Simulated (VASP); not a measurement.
Band structure of TiS2 (1T layered). Computed with PBEsol GGA, VASP's PBE PAW potentials (set 64) (plane waves; VASP).

Without a dispersion term in the relaxation, distances and binding between the weakly bound layers, chains or molecules are unreliable, and so is what depends on them.

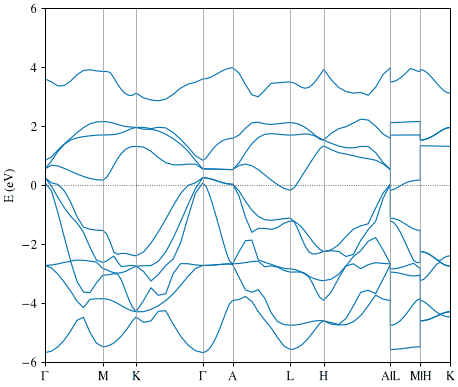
Bands along high-symmetry lines, zero at the valence-band maximum or, without a gap, the Fermi level

Q: Read the plot: is there a gap, and where are the band edges?

A: It has no gap at this level: it comes out as a metal or semimetal. (Edges off the drawn lines would not show.)

The compound is TiS2 in the 1T layered structure. It was relaxed first, which changed the volume by -5 %.
